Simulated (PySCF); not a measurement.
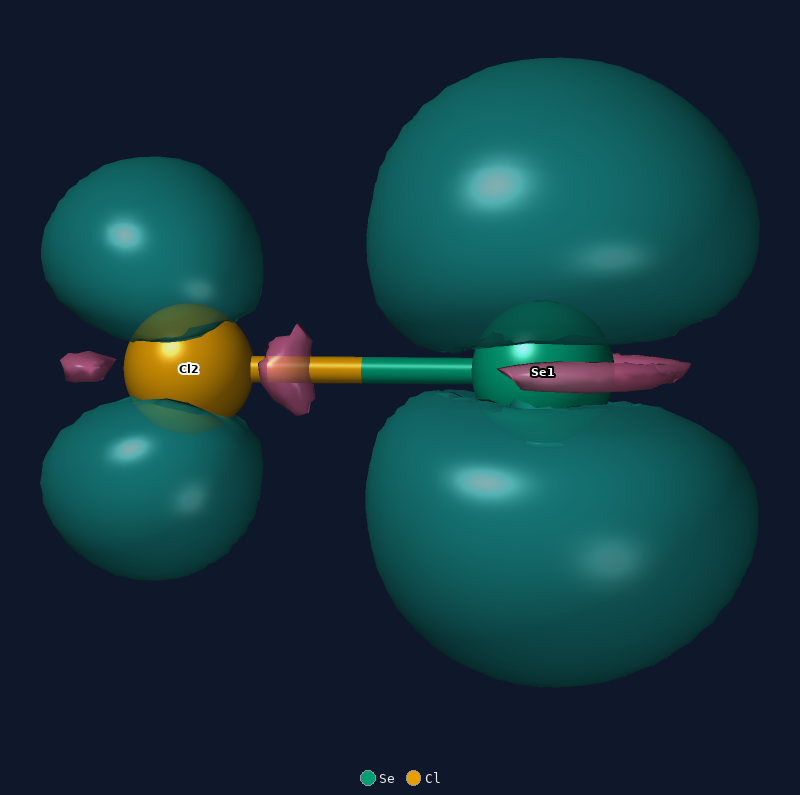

*SeCl (doublet). Isosurfaces of the spin density (α minus β) at +0.015 (teal) and −0.015 e/Å³ (pink), seen from one side.*

Computed with PBE0/cc-pVTZ(-PP), non-relativistic Hamiltonian with scalar-relativistic core potentials where named, at a bond length of 2.126 Å (PySCF 2.14.0).

```xyz
2

Se    0.0000    0.0000   -0.6471
Cl    0.0000    0.0000    1.4789
```

**Which atoms carry the spin?**

The unpaired spin (1 electron) lies mostly on Se1 (about 0.9) and Cl2 (about 0.1), in electrons by Hirshfeld's partition.
